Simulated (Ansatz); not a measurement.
Al2O3, response to strain

Base system: Al$_{2}$O$_{3}$ in the corundum structure (space group R-3c, No. 167).

```
CELL_PARAMETERS angstrom
      2.40441     1.38819     4.37462
     -2.40441     1.38819     4.37462
      0.00000    -2.77638     4.37462
ATOMIC_POSITIONS crystal
  Al 0.64785 0.64785 0.64785
  Al 0.14785 0.14785 0.14785
  Al 0.35215 0.35215 0.35215
  Al 0.85215 0.85215 0.85215
  O  0.75000 0.44383 0.05617
  O  0.05617 0.75000 0.44383
  O  0.25000 0.55617 0.94383
  O  0.55617 0.94383 0.25000
  O  0.94383 0.25000 0.55617
  O  0.44383 0.05617 0.75000
```

Cartesian axes are those of the cell as printed.

Strains are applied to the cell and any free atomic positions relax.

Method: PBE/PAW in Ansatz (a quantum-chemistry and plane-wave program), without spin-orbit coupling.

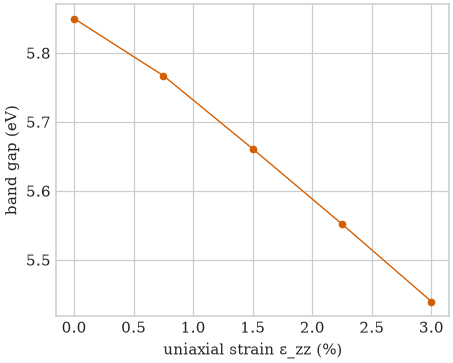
*Band gap against uniaxial strain ε_zz*

```json
[
 {"uniaxial strain ε_zz (%)": "0.75", "band gap": "5.77 eV"},
 {"uniaxial strain ε_zz (%)": "1.5", "band gap": "5.66 eV"},
 {"uniaxial strain ε_zz (%)": "2.25", "band gap": "5.55 eV"},
 {"uniaxial strain ε_zz (%)": "3", "band gap": "5.44 eV"}
]
```

Whether these cells are dynamically stable was not tested.
